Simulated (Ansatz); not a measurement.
**C3H12O3Si2: molecular dynamics (part 4 of 5)**

The same run, continued: C3H12O3Si2; RHF/STO-3G (Ansatz 0.2.0). It belongs to a series of runs on one base structure; here: dynamics from the last frame of an earlier run.

Geometry of the input (Å):
```
Si 0.0051  -0.2057  -0.0149
Si -0.0471  0.5176  2.1284
H  -0.3009  -0.7333  2.7219
H  1.0956  1.1814  2.7719
H  -1.0691  1.3011  2.5633
O  1.6724  -0.1150  -0.3070
C  2.1123  -1.0292  -1.3939
H  1.2296  -1.6354  -1.7051
H  2.3723  -0.5826  -2.2737
H  2.7268  -1.8773  -1.3180
O  -0.8598  0.8274  -0.9000
C  -2.1625  1.3498  -0.3774
H  -2.3025  0.5978  0.3718
H  -2.4810  2.3188  0.0388
H  -2.9691  1.0491  -1.0469
O  -0.3781  -1.8622  -0.1218
C  -1.5228  -2.0315  -1.0827
H  -2.2790  -1.8290  -0.3855
H  -1.7133  -1.2894  -1.8531
H  -1.6148  -3.0257  -1.4042
```

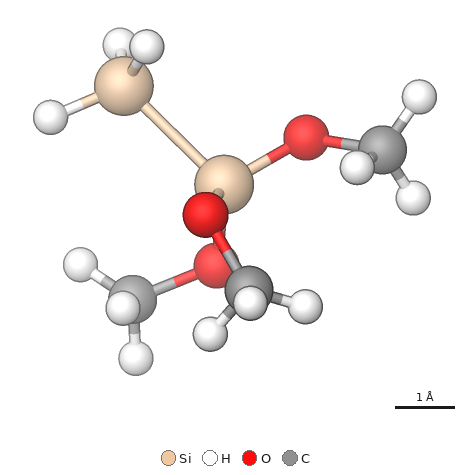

Fig. 1: The geometry at step 96 of the log (ball-and-stick view, seen at a tilt).

Trajectory as extended XYZ, continued
```
20
Properties=species:S:1:pos:R:3:forces:R:3 step=70 time_fs=35.0 energy=-24814.85347 temperature=1058.3
Si    0.0016   -0.0822    0.0569    1.7091  -2.5349  -1.5882
Si    0.0425    0.5030    2.2871    2.9762   0.6367  -0.2967
H     0.4212   -0.4630    3.2322    0.1565  -1.2027  -0.2898
H     1.0665    1.5147    2.6158   -1.3854  -0.4122  -0.8246
H    -1.2086    0.8248    2.7091   -1.9544   1.0843   0.4276
O     1.6775   -0.1782   -0.4585   -4.1762   0.2540   1.4583
C     2.1727   -1.1065   -1.4039    2.4585  -1.6172  -0.8606
H     1.8396   -2.2099   -1.6510   -0.8269   3.3591   0.8735
H     2.3670   -0.5179   -2.3430   -0.2886  -1.3593   0.5370
H     3.1477   -1.3174   -0.9226    0.2290  -0.0497  -1.0925
O    -0.9745    0.7427   -1.0619    3.7235  -2.3503  -0.5975
C    -2.1080    1.0817   -0.3860   -1.8333   6.2224  -0.7481
H    -2.7055    0.4978    0.2479   -0.7351  -2.4576   0.6761
H    -1.8163    1.9309    0.2073   -0.3036   0.6949   1.4932
H    -2.7273    1.6108   -1.1067   -1.0613  -0.7558  -0.2649
O    -0.7438   -1.6025   -0.1030    0.5271   1.1150   3.5310
C    -1.4581   -2.0646   -1.1974    3.7744  -1.3679  -3.4377
H    -2.4494   -1.7484   -1.4904   -0.9592   0.5335   1.1516
H    -0.8204   -1.7513   -2.0937   -1.4168  -1.3413   0.6013
H    -1.4148   -3.1934   -1.0831   -0.6136   1.5490  -0.7490
20
Properties=species:S:1:pos:R:3:forces:R:3 step=74 time_fs=37.0 energy=-24814.46175 temperature=889.8
Si   -0.0028   -0.0970    0.0437    1.6736  -1.9249  -0.4236
Si    0.0528    0.5106    2.2969    0.5201   0.6468  -2.7085
H     0.4561   -0.4653    3.1166    0.8337  -2.8824   1.2815
H     1.0089    1.4770    2.6469   -0.0482   1.0909  -0.3930
H    -1.2239    0.7624    2.7253   -1.5659   0.9357   0.4299
O     1.6774   -0.1671   -0.4548   -3.6701  -0.1699   0.5132
C     2.1701   -1.1003   -1.4072    3.2300  -1.5703   0.6862
H     1.8953   -2.1523   -1.6357   -2.1483   1.0096   0.8383
H     2.3601   -0.6572   -2.3735   -0.1111   0.5956  -0.5450
H     3.1549   -1.3445   -0.9629    0.1868   0.5407  -0.7764
O    -0.9671    0.7583   -1.0467    3.7381  -3.4034  -1.6814
C    -2.1288    1.0689   -0.4039    0.1877   7.2309   0.3760
H    -2.7956    0.5505    0.2017   -0.8408  -2.8955   1.1682
H    -1.7352    1.9111    0.1598   -1.3965   0.3698   2.0153
H    -2.6872    1.6530   -1.0845   -1.8701  -0.0357  -1.6006
O    -0.7620   -1.6131   -0.0833    0.5260   1.5859   3.7992
C    -1.4457   -2.0562   -1.2099    3.2783   1.0231  -1.7702
H    -2.4330   -1.7572   -1.5093   -0.9804   0.8736   0.6995
H    -0.7477   -1.7728   -2.0055   -0.9770  -0.7917  -1.3082
H    -1.4129   -3.0999   -1.0732   -0.5661  -2.2289  -0.6003
20
Properties=species:S:1:pos:R:3:forces:R:3 step=79 time_fs=39.5 energy=-24814.98910 temperature=1114.8
Si   -0.0050   -0.1191    0.0265    1.6185  -1.0117   1.1175
Si    0.0661    0.5205    2.3046   -2.5214  -2.5488  -1.6193
H     0.5369   -0.6020    3.0265   -0.0163  -0.3880  -0.0213
H     0.9396    1.4928    2.6680    1.0871   2.0777   0.1925
H    -1.3095    0.7306    2.7637    1.2009   0.2458  -0.2972
O     1.6654   -0.1540   -0.4488   -2.1761  -0.7151  -0.7806
C     2.1812   -1.0972   -1.4084    2.8520   1.8389   0.7020
H     1.8442   -2.0535   -1.5739   -3.0667  -3.0070   0.6587
H     2.3438   -0.7982   -2.4371   -0.3424   1.6033  -0.1899
H     3.1770   -1.3508   -1.0506    0.5766   0.4990   0.0797
O    -0.9459    0.7666   -1.0333    1.6542  -2.7335  -1.7607
C    -2.1558    1.0842   -0.4236   -1.5251   5.2730   2.1849
H    -2.9273    0.4824    0.1850    2.4672  -0.0384  -1.4366
H    -1.7131    1.9013    0.2021   -2.3976  -0.4800   1.1499
H    -2.7261    1.6962   -1.1307   -0.4536  -0.7760  -0.3814
O    -0.7832   -1.6212   -0.0465    0.2336   1.2252   2.2798
C    -1.4174   -2.0420   -1.2324    0.0699  -0.0538   0.9640
H    -2.4510   -1.7247   -1.4947    0.9917   0.5279   0.4719
H    -0.7000   -1.8366   -1.9728    0.2459   0.2073  -2.8042
H    -1.4412   -3.0944   -1.0922   -0.4986  -1.7458  -0.5095
20
Properties=species:S:1:pos:R:3:forces:R:3 step=83 time_fs=41.5 energy=-24815.75688 temperature=1440.4
Si   -0.0044   -0.1384    0.0143    1.4928  -0.1981   2.2623
Si    0.0735    0.5251    2.3081   -1.4418  -3.3608  -0.5004
H     0.6043   -0.7379    2.9607   -0.8473   2.0743  -0.7647
H     0.9230    1.5859    2.6892    0.0529   0.4355  -0.1585
H    -1.3385    0.7186    2.7849    2.0345  -0.0351  -0.4946
O     1.6497   -0.1453   -0.4459   -0.7229  -0.8682  -1.5022
C     2.1997   -1.0906   -1.4070   -0.5764  -1.0507  -0.9418
H     1.6852   -2.0702   -1.4944   -0.0708   0.6105   0.8678
H     2.3167   -0.8464   -2.4958   -0.7132   1.2989   1.2804
H     3.2167   -1.3348   -1.1204    0.3574   0.0668   0.5897
O    -0.9242    0.7658   -1.0272   -0.8433  -1.0074  -1.0441
C    -2.1820    1.1157   -0.4322   -0.9423   2.7899   0.9123
H    -2.9429    0.4139    0.1225    2.7135   0.8792  -1.6395
H    -1.7928    1.8773    0.2881   -1.9653  -0.3448   0.2409
H    -2.7824    1.7019   -1.1891    0.7190  -1.0799   0.8424
O    -0.7993   -1.6244   -0.0106    0.0594   0.4437   0.1858
C    -1.3929   -2.0305   -1.2482    0.4048  -3.1450   0.9395
H    -2.4326   -1.6744   -1.4628    1.3484   0.3423   0.0563
H    -0.6617   -1.8836   -2.0540   -0.9738   0.3093  -0.5790
H    -1.4842   -3.1651   -1.1292   -0.0856   1.8395  -0.5524
20
Properties=species:S:1:pos:R:3:forces:R:3 step=87 time_fs=43.5 energy=-24815.78239 temperature=1451.0
Si   -0.0017   -0.1579    0.0053    1.1520   0.6559   3.1728
Si    0.0790    0.5253    2.3106    0.5637  -2.3702  -0.8172
H     0.6415   -0.7998    2.8689   -0.9816   2.7471  -0.4238
H     0.9089    1.6954    2.7041   -0.9012  -1.4008  -0.6018
H    -1.2947    0.7060    2.7887    1.1816  -0.0852  -0.1803
O     1.6322   -0.1387   -0.4465    0.6367  -0.8356  -1.8626
C     2.2165   -1.0868   -1.4079   -3.5650  -2.6272  -0.2011
H     1.5229   -2.0713   -1.3855    2.9569   2.5567   0.0317
H     2.2638   -0.8451   -2.5097   -0.6538   0.8887   1.4892
H     3.2677   -1.3153   -1.1691   -0.5715  -0.1062   0.6607
O    -0.9044    0.7626   -1.0237   -2.7577   0.9006  -0.3034
C    -2.2106    1.1562   -0.4381    1.8308   0.3275  -0.6185
H    -2.8611    0.3734    0.0016    0.8387  -0.0689  -0.4790
H    -1.9458    1.8416    0.3844   -0.9089   0.2109  -0.3433
H    -2.8149    1.6699   -1.2194    0.6940  -0.2237   0.7218
O    -0.8153   -1.6265    0.0257    0.1857  -0.3933  -1.5802
C    -1.3671   -2.0284   -1.2610    1.2450  -3.4682   0.3025
H    -2.3667   -1.6103   -1.4291    0.4009   0.3943  -0.4377
H    -0.6585   -1.9184   -2.1580   -1.6204   0.4517   1.6181
H    -1.5307   -3.1750   -1.1859    0.2744   2.4459  -0.1479
20
Properties=species:S:1:pos:R:3:forces:R:3 step=92 time_fs=46.0 energy=-24815.50761 temperature=1328.5
Si    0.0038   -0.1809    0.0001    0.4467   1.7343   3.8411
Si    0.0871    0.5213    2.3118    2.1340  -0.3512  -3.0761
H     0.6405   -0.7411    2.7384   -0.0200   0.8993   0.9081
H     0.8466    1.7584    2.6915   -0.6976  -1.8984  -0.6191
H    -1.1908    0.6865    2.7887   -1.4510   0.0215   0.7303
O     1.6127   -0.1331   -0.4534    1.7452  -0.4283  -1.6417
C     2.2218   -1.0927   -1.4088   -3.8950  -0.5208   2.2985
H     1.4727   -1.9533   -1.2530    3.0026   0.2363  -1.1147
H     2.1652   -0.7967   -2.4578   -0.2041   0.4796  -0.0781
H     3.2982   -1.2963   -1.1960   -1.2543  -0.1268   0.4113
O    -0.8890    0.7620   -1.0203   -3.4254   2.6949   0.2205
C    -2.2368    1.2080   -0.4475    4.6057  -2.0902  -0.1045
H    -2.7239    0.3089   -0.1702   -1.1815  -1.2364   0.6162
H    -2.1823    1.8070    0.4835    0.2247   0.2444  -1.1026
H    -2.8258    1.6254   -1.2288   -0.3649   1.2305  -0.7640
O    -0.8345   -1.6306    0.0655    0.6377  -1.2520  -2.9147
C    -1.3300   -2.0393   -1.2752    0.0651   0.7277   1.2513
H    -2.2656   -1.5099   -1.4107   -0.3164   0.1283  -0.6659
H    -0.7294   -1.9365   -2.2080    0.1595   0.6813   1.3048
H    -1.5773   -3.0790   -1.2616   -0.2109  -1.1740   0.4994
20
Properties=species:S:1:pos:R:3:forces:R:3 step=96 time_fs=48.0 energy=-24814.52833 temperature=908.1
Si    0.0090   -0.1968    0.0018   -0.2413   2.4030   3.9261
Si    0.0964    0.5173    2.3083    0.1058   1.2714  -4.7569
H     0.6377   -0.6532    2.6693    1.4739  -2.0636   2.1185
H     0.7679    1.7322    2.6556    0.4164  -0.5230  -0.1975
H    -1.1571    0.6709    2.8154   -1.9335  -0.0934   0.8478
O     1.6015   -0.1299   -0.4634    1.9588   0.0133  -0.9913
C     2.2127   -1.0991   -1.4024   -1.2163   4.3473   1.8466
H     1.5524   -1.8492   -1.1880   -0.7391  -4.6406  -0.7091
H     2.0763   -0.7371   -2.4120    0.1946  -0.1155  -0.6790
H     3.2737   -1.2863   -1.1989   -0.4743  -0.0843   0.2430
O    -0.8857    0.7685   -1.0171   -2.7898   3.3448   0.5202
C    -2.2427    1.2420   -0.4559    2.6250  -5.2781  -0.1074
H    -2.6552    0.2177   -0.2858   -0.9064   1.4357   0.5280
H    -2.3646    1.7896    0.5181    1.0878  -0.0741  -1.4959
H    -2.8427    1.6346   -1.2591    0.0805   1.0459  -0.3631
O    -0.8481   -1.6371    0.0898    1.0167  -1.5902  -3.4277
C    -1.3000   -2.0469   -1.2820   -2.3473   3.1670   3.2199
H    -2.1947   -1.4247   -1.4232   -0.0377  -0.6457  -0.4592
H    -0.7833   -1.9226   -2.1943    2.3618   0.6864  -0.6910
H    -1.6219   -3.0356   -1.3037   -0.6356  -2.6063   0.6281
20
Properties=species:S:1:pos:R:3:forces:R:3 step=100 time_fs=50.0 energy=-24814.29742 temperature=806.9
Si    0.0138   -0.2093    0.0089   -0.8953   2.7649   3.6439
Si    0.1057    0.5146    2.2985   -2.9613  -0.7267  -4.2053
H     0.6866   -0.6341    2.6774    1.5185  -1.9050   2.0478
H     0.7059    1.6890    2.6127    1.6353   1.6534   0.3424
H    -1.1895    0.6511    2.8713   -0.0605  -0.3716  -0.0304
O     1.5950   -0.1267   -0.4757    1.6030   0.0881  -0.2605
C     2.1985   -1.0928   -1.3903   -2.4924   4.1781   0.8414
H     1.6161   -1.9055   -1.1517   -0.8717  -3.9934  -0.8264
H     1.9952   -0.6830   -2.3888    0.6549  -0.9838  -0.2571
H     3.2336   -1.2789   -1.1923    0.9641   0.1662   0.1348
O    -0.8890    0.7828   -1.0126   -1.6827   3.2591   0.9140
C    -2.2403    1.2598   -0.4652    0.1773  -6.0943  -2.0089
H    -2.6230    0.1764   -0.3799   -1.0549   2.7391   0.7379
H    -2.5055    1.7704    0.4983    1.7989  -0.0719  -1.0205
H    -2.8543    1.6818   -1.3007    1.2067   0.1812   0.8845
O    -0.8594   -1.6473    0.1058    1.3137  -1.4811  -3.5095
C    -1.2773   -2.0457   -1.2793   -3.5956   0.9325   2.2868
H    -2.1270   -1.3627   -1.4532   -0.2126  -0.9746  -0.2222
H    -0.7543   -1.8847   -2.1978    2.3418   0.0225  -0.0294
H    -1.6846   -3.0754   -1.3223    0.6129   0.6173   0.5367
20
Properties=species:S:1:pos:R:3:forces:R:3 step=105 time_fs=52.5 energy=-24814.84547 temperature=1039.5
Si    0.0180   -0.2197    0.0246   -1.6699   2.8340   2.8163
Si    0.1122    0.5094    2.2789   -2.0618  -3.3820  -0.9206
H     0.8153   -0.6881    2.7861   -0.5008   1.5965   0.2736
H     0.7101    1.7155    2.5747    1.0960   1.0640   0.0851
H    -1.2279    0.6072    2.9359    1.6206  -0.3787  -0.9578
O     1.5920   -0.1226   -0.4917    0.4297   0.0163   0.7791
C     2.1690   -1.0706   -1.3709   -3.2337  -3.1737   0.7623
H     1.6685   -2.1404   -1.1573    1.4776   3.0280  -1.4796
H     1.9295   -0.6680   -2.3746    0.8883  -1.2885  -0.1834
H     3.2275   -1.2575   -1.1788    0.2701   0.8053  -0.2559
O    -0.8985    0.8114   -1.0037   -0.2224   2.2096   1.4848
C    -2.2361    1.2560   -0.4861   -0.0520  -3.2767  -3.1756
H    -2.6438    0.2533   -0.4579   -1.8757   0.1093   0.7441
H    -2.5855    1.7455    0.4267    2.0065   0.4042   0.4983
H    -2.8069    1.7506   -1.3097    1.1773  -0.1410   0.6125
O    -0.8689   -1.6649    0.1141    1.4650  -0.8514  -3.0528
C    -1.2636   -2.0400   -1.2671   -1.4935  -0.0660  -0.5673
H    -2.0576   -1.3335   -1.5032   -0.8115  -0.4639  -0.1952
H    -0.6074   -1.8418   -2.1874    0.0393  -1.0887   2.4430
H    -1.7278   -3.0919   -1.3177    1.4509   2.0435   0.2892
20
Properties=species:S:1:pos:R:3:forces:R:3 step=109 time_fs=54.5 energy=-24815.34417 temperature=1252.3
Si    0.0188   -0.2236    0.0416   -2.2399   2.6710   1.8921
Si    0.1141    0.5004    2.2613    0.5609  -2.1405   1.1581
H     0.9050   -0.6784    2.8915   -1.4219   2.5660  -0.8493
H     0.7615    1.7828    2.5486   -0.2943  -1.0917  -0.4837
H    -1.1971    0.5561    2.9507    1.2947  -0.1526  -0.9373
O     1.5908   -0.1191   -0.5026   -0.8685   0.2979   1.6927
C     2.1343   -1.0617   -1.3529    0.4397  -5.4118  -0.7218
H     1.7624   -2.2290   -1.2208    0.6218   4.3037  -0.5225
H     1.9136   -0.7093   -2.3715    0.6399  -0.8685  -0.3624
H     3.2366   -1.2086   -1.1773   -1.0598   1.0164  -0.4430
O    -0.9070    0.8403   -0.9927    0.7071   0.7211   1.8423
C    -2.2327    1.2403   -0.5135    0.8904  -0.9797  -1.8564
H    -2.7379    0.3292   -0.4890   -2.1125  -1.9956   0.3366
H    -2.5639    1.7408    0.3846    1.8588   0.5497   1.1525
H    -2.7201    1.8024   -1.2920    0.1344   0.4858  -0.7803
O    -0.8726   -1.6813    0.1124    1.4002  -0.0714  -2.2610
C    -1.2587   -2.0350   -1.2582    0.5948   1.7354  -0.6631
H    -2.0334   -1.3324   -1.5515   -0.6237  -0.1370  -0.2205
H    -0.4790   -1.8492   -2.0872   -1.0812  -1.2389   2.0322
H    -1.7057   -3.0282   -1.3012    0.5589  -0.2592  -0.0051
20
Properties=species:S:1:pos:R:3:forces:R:3 step=114 time_fs=57.0 energy=-24816.19833 temperature=1610.1
Si    0.0155   -0.2234    0.0663   -2.6512   2.2701   0.6580
Si    0.1179    0.4855    2.2414    3.1876  -0.0840   1.2379
H     0.9445   -0.5370    2.9783   -1.0775   1.4289  -1.1037
H     0.8084    1.8089    2.4904   -1.1548  -1.9126  -0.6855
H    -1.1014    0.4855    2.9248   -0.8765   0.1591   0.0751
O     1.5862   -0.1137   -0.5104   -2.2506   0.5121   2.2440
C     2.0941   -1.0728   -1.3348    3.9680  -1.2290  -3.4265
H     1.9024   -2.1358   -1.3202   -1.5550  -0.5242   1.2404
H     1.9259   -0.8035   -2.3852    0.0939   0.0403  -0.1199
H     3.1976   -1.0966   -1.1974   -0.5388   0.5037  -0.2406
O    -0.9150    0.8783   -0.9728    1.8818  -1.5521   1.7851
C    -2.2264    1.2150   -0.5552   -2.1272  -0.8430   0.2669
H    -2.9465    0.3463   -0.5123    1.0615   0.8522  -0.2308
H    -2.4387    1.7586    0.3851    1.3461  -0.3394   0.0477
H    -2.6051    1.8916   -1.3081   -0.3856   0.2251  -0.6104
O    -0.8726   -1.7018    0.1031    1.1225   1.1688  -0.5883
C    -1.2503   -2.0201   -1.2493    0.3883   2.6677   0.6901
H    -2.0305   -1.3401   -1.6227    0.3902  -0.1707  -0.0802
H    -0.3686   -1.9204   -1.8703   -0.1821  -0.5461  -0.9671
H    -1.6557   -2.9778   -1.2813   -0.6406  -2.6270  -0.1922
20
Properties=species:S:1:pos:R:3:forces:R:3 step=118 time_fs=59.0 energy=-24815.44817 temperature=1288.9
Si    0.0089   -0.2197    0.0872   -2.7085   1.7635  -0.2843
Si    0.1253    0.4731    2.2274    2.3959   1.1951  -0.1198
H     0.9318   -0.3622    3.0040    0.5814  -0.8983   0.0597
H     0.8006    1.7538    2.4156   -0.8853  -0.6302  -0.5006
H    -1.0540    0.4348    2.9033   -2.0976   0.3082   0.6745
O     1.5767   -0.1081   -0.5107   -2.7019   0.1628   1.9026
C     2.0748   -1.0867   -1.3316    4.1390   4.3470  -4.2071
H     1.9571   -2.0734   -1.3536   -2.1517  -5.6945   2.0032
H     1.9409   -0.8800   -2.4024   -0.4736   0.6983   0.0776
H     3.1433   -0.9842   -1.2245    0.9519  -0.1825  -0.0172
O    -0.9165    0.9049   -0.9521    2.9241  -3.2224   1.1569
C    -2.2277    1.1925   -0.5883   -3.4899   2.0108   0.9224
H    -3.0818    0.3808   -0.5384    2.7524   1.5826  -0.3638
H    -2.2816    1.7615    0.3917    0.0050  -1.0384  -0.9553
H    -2.5282    1.9713   -1.3464   -0.3715  -1.1554   0.7876
O    -0.8695   -1.7152    0.0938    0.8051   2.2364   1.0716
C    -1.2422   -2.0000   -1.2405   -0.7030  -1.9078   0.3180
H    -2.0159   -1.3526   -1.6836    0.7659   0.0525  -0.0043
H    -0.2935   -2.0036   -1.7259    0.1765  -0.0264  -2.4661
H    -1.6353   -3.0305   -1.2726    0.0858   0.3989  -0.0556
20
Properties=species:S:1:pos:R:3:forces:R:3 step=122 time_fs=61.0 energy=-24814.99939 temperature=1090.5
Si   -0.0015   -0.2136    0.1076   -2.5721   1.1060  -1.2176
Si    0.1357    0.4622    2.2133   -1.1684   0.4279  -0.2370
H     0.9409   -0.2198    3.0329    1.9418  -2.4087   1.2715
H     0.7611    1.6790    2.3220    0.0518   1.9437  -0.2603
H    -1.0788    0.3959    2.9034   -0.9175   0.4407   0.0198
O     1.5609   -0.1022   -0.5066   -2.4642  -0.4546   1.0947
C     2.0685   -1.0901   -1.3415    2.7716  -0.4756  -3.1032
H     1.9369   -2.1841   -1.3127   -0.6187   0.4873   1.8045
H     1.9379   -0.9314   -2.4176   -0.9779   0.7879  -0.0162
H     3.1214   -0.8793   -1.2526    1.1889  -0.9471   0.0616
O    -0.9110    0.9238   -0.9288    3.6364  -4.3710   0.1594
C    -2.2394    1.1765   -0.6184   -1.2642   4.7613   1.4413
H    -3.1194    0.4691   -0.5775    1.8662   0.0795  -0.2260
H    -2.1261    1.7276    0.3656   -1.7968  -0.8274  -0.7518
H    -2.4669    2.0102   -1.3582   -0.7059  -1.4555   1.0458
O    -0.8644   -1.7232    0.0870    0.5724   3.0327   2.2273
C    -1.2353   -1.9856   -1.2310    1.3652  -5.2563  -1.3763
H    -1.9740   -1.3625   -1.7448    0.5651   0.4012   0.0584
H    -0.2197   -2.0874   -1.6698   -1.6379   0.5107  -2.0696
H    -1.6143   -3.0730   -1.2661    0.1644   2.2172   0.0737
```
